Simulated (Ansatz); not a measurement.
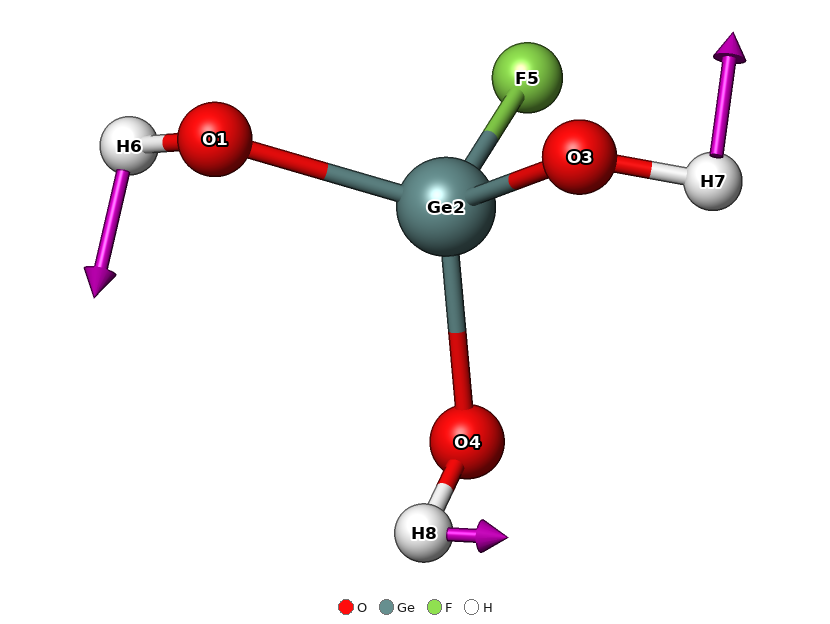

The arrows show one normal mode. Harmonic vibrations computed with RKS PBE0-D4/def2-TZVP (Ansatz 0.2.0) at a stationary point of the same level. It is a saddle point of order 1.

**What kind of motion is it?**

A torsion or out-of-plane motion in which bond lengths and bond angles hardly change.

**Estimate its harmonic wavenumber.**

68i cm⁻¹; it is mode 1 of 18 counted from the lowest.
